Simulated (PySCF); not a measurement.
# CHBClN (SMILES N#CBCl) at 4 levels

We compute a comparison of 4 runs (MP2/STO-3G, MP2/def2-SVP, MP2/def2-TZVP, MP2/def2-TZVPP) of CHBClN. The job is set up through a Python script.

The calculation is run with PySCF 2.14.0.

**1. The structure to begin with**

The species is CHBClN (5 atoms), meant as a singlet with charge 0. As SMILES, `N#CBCl`. Geometry: relaxed at PBE0-D4/def2-TZVP.

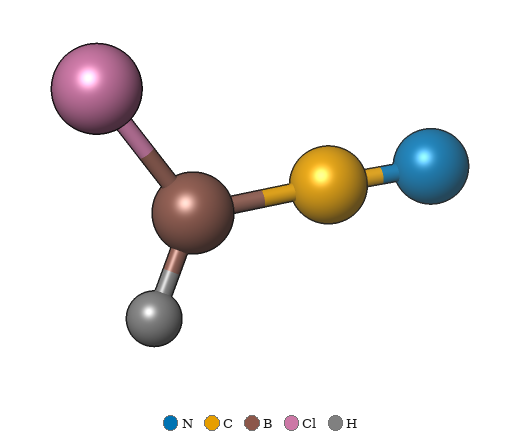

Viewed from a chosen angle; nitrogen blue, carbon amber, boron brown, chlorine pink, hydrogen grey.

**2. The energy at MP2/STO-3G (run 1)**

File run.py:

```python
from pyscf import gto, scf, mp

mol = gto.M(
    atom='''
N      1.053200    -1.411100     1.218200
C      0.513400    -0.630900     0.564200
B     -0.176600     0.429700    -0.293300
Cl    -1.594500     0.005200    -1.176200
H      0.254400     1.533500    -0.354200
''',
    max_memory=1860,
    verbose=4,
    basis='sto-3g',
    charge=0,
)

mf = scf.RHF(mol)
mf.conv_tol = 1e-10
mf.kernel()
if not mf.converged:
    mf = mf.newton().run(mf.mo_coeff, mf.mo_occ)

pt = mp.MP2(mf, frozen=8).run()
energy = pt.e_tot
print('E(%s) = %.9f' % ('MP2', energy))
```

The run is started by

```
OMP_NUM_THREADS=1 python run.py
```

What it wrote:

```text
PySCF version 2.14.0

[... 61 lines left out ...]
converged SCF energy = -570.695063781167
[... 1 line left out ...]
******** <class 'pyscf.mp.mp2.RMP2'> ********
nocc = 10, nmo = 17
frozen orbitals 8
E(RMP2) = -570.885138511681  E_corr = -0.19007473051479
E(SCS-RMP2) = -570.884761786235  E_corr = -0.189698005068185
E_corr(same-spin) = -0.0442980825571889
E_corr(oppo-spin) = -0.145776647957602
E(MP2) = -570.885138512
```

Wall time 0.87 s (1 thread of Arm Neoverse V1, shared host); peak memory 0.12 GiB.

**3. A single-point energy at MP2/def2-SVP (run 2)**

File mol.xyz:

```xyz
5
CHBClN
N      1.053200    -1.411100     1.218200
C      0.513400    -0.630900     0.564200
B     -0.176600     0.429700    -0.293300
Cl    -1.594500     0.005200    -1.176200
H      0.254400     1.533500    -0.354200
```

File run.py:

```python
# N#CBCl
from pyscf import gto, scf, mp

mol = gto.Mole()
mol.atom = 'mol.xyz'
mol.verbose = 3
mol.charge = 0
mol.max_memory = 1860
mol.spin = 0
mol.basis = 'def2-svp'
mol.build()

myscf = scf.RHF(mol)
myscf.conv_tol = 1e-10
myscf.kernel()
if not myscf.converged:
    myscf = myscf.newton().run(myscf.mo_coeff, myscf.mo_occ)

pt = mp.MP2(myscf, frozen=8).run()
e_final = pt.e_tot
print('E = %.10f Eh' % e_final)
```

The run is started by

```
OMP_NUM_THREADS=1 python run.py
```

What it wrote:

```text
converged SCF energy = -576.878047467472
E(RMP2) = -577.366013553759  E_corr = -0.487966086286998
E(SCS-RMP2) = -577.353920479833  E_corr = -0.475873012361168
E = -577.3660135538 Eh
```

It took 1.2 s on 1 thread of Arm Neoverse V1, shared host; peak memory 0.14 GiB.

Run 3 isn't shown in full; the table further down has it.

**4. The energy at MP2/def2-TZVPP (run 4)**

File start.xyz:

```xyz
5
CHBClN
N      1.053200    -1.411100     1.218200
C      0.513400    -0.630900     0.564200
B     -0.176600     0.429700    -0.293300
Cl    -1.594500     0.005200    -1.176200
H      0.254400     1.533500    -0.354200
```

File calc.py:

```python
from pyscf import gto, scf, mp

mol = gto.Mole()
mol.atom = 'start.xyz'
mol.max_memory = 1860
mol.charge = 0
mol.verbose = 3
mol.basis = 'def2-tzvpp'
mol.build()

calc0 = scf.RHF(mol)
calc0.conv_tol = 1e-10
calc0.kernel()
if not calc0.converged:
    calc0 = calc0.newton().run(calc0.mo_coeff, calc0.mo_occ)

pt = mp.MP2(calc0, frozen=8).run()
e_tot = pt.e_tot
print('E = %.10f Eh' % e_tot)
```

The run is started by

```
OMP_NUM_THREADS=1 python calc.py
```

What it wrote:

```text
converged SCF energy = -577.170943969513
E(RMP2) = -577.785826187704  E_corr = -0.614882218191877
E(SCS-RMP2) = -577.776671508713  E_corr = -0.605727539200441
E = -577.7858261877 Eh
```

Wall time 9.6 s (1 thread of Arm Neoverse V1, shared host); peak memory 0.7 GiB.

**5. The series**

```csv
run,level,energy (Eh),dipole moment (D) of the reference,HOMO energy (eV),LUMO energy (eV),wall time
1,MP2/STO-3G,-570.885139,1.86,-11.47,3.66,0.87 s
2,MP2/def2-SVP,-577.366014,2.61,-13.02,0.68,1.2 s
3,MP2/def2-TZVP,-577.779684,2.75,-13.13,0.52,7.2 s
4,MP2/def2-TZVPP,-577.785826,2.75,-13.12,0.52,9.6 s
```

Convergence of the total energy of singlet CHBClN with the basis set, against the last point:

```csv
basis set,from the last (mEh),wall time
STO-3G,+6900.688,0.87 s
def2-SVP,+419.813,1.2 s
def2-TZVP,+6.142,7.2 s
def2-TZVPP,+0.000,9.6 s
```

Convergence of the dipole moment (Hartree–Fock density) of singlet CHBClN with the basis set, against the last point:

```csv
basis set,from the last (D),wall time
STO-3G,-0.8891,0.87 s
def2-SVP,-0.1429,1.2 s
def2-TZVP,-0.0035,7.2 s
def2-TZVPP,+0.0000,9.6 s
```

**6. Outcome**

| quantity | value |
| --- | --- |
| run 4: total energy | -577.78583 Eh |
| run 4: dipole moment (Hartree–Fock density) | 2.75 D |
| run 4: HOMO energy (Hartree–Fock orbitals) | -13.12 eV |
| run 4: LUMO energy (Hartree–Fock orbitals) | 0.52 eV |
| run 4: HOMO–LUMO gap (Hartree–Fock orbitals) | 13.64 eV |
| run 4: correlation energy (8 core orbitals frozen) | -614.9 mEh |

**Reading.** In run 1 the basis is minimal, so the values are rough. All runs together took 19 s, the longest 9.6 s.
